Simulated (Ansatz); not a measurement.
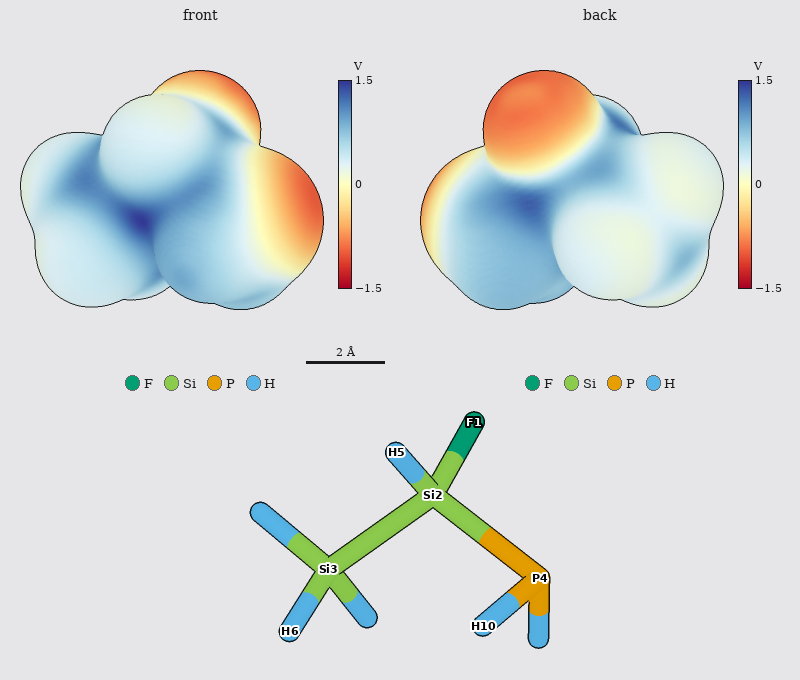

Figure. FH6PSi2 (SMILES F[SiH]([SiH3])P). The molecular electrostatic potential painted on the density surface at 0.002 e/bohr³, seen from the front and from behind; the colour scale runs from red (negative) to blue (positive). The bare structure is drawn below in the same view.

Computed with RKS PBE0-D4/6-31G* (Ansatz).

```yaml
atoms:
  - { symbol: F, position_ang: [-1.9436, 1.3566, -0.2284] }
  - { symbol: Si, position_ang: [-0.3791, 0.9329, -0.2313] }
  - { symbol: Si, position_ang: [0.0147, -0.6519, 1.4395] }
  - { symbol: P, position_ang: [0.1744, 0.2378, -2.3070] }
  - { symbol: H, position_ang: [0.4332, 2.1611, 0.0131] }
  - { symbol: H, position_ang: [1.4793, -0.9354, 1.4489] }
  - { symbol: H, position_ang: [-0.3878, -0.1692, 2.7910] }
  - { symbol: H, position_ang: [-0.7086, -1.9194, 1.1379] }
  - { symbol: H, position_ang: [-0.1427, -1.1350, -2.1092] }
  - { symbol: H, position_ang: [1.5434, 0.0715, -1.9514] }
```

### Which sites attract a positive test charge, and which a negative one?

A positive charge is drawn to the negative regions and a negative charge to the positive ones. The most negative region (about −0.9 V) lies over F1 and P4, the most positive (about +1.4 V) over Si2.
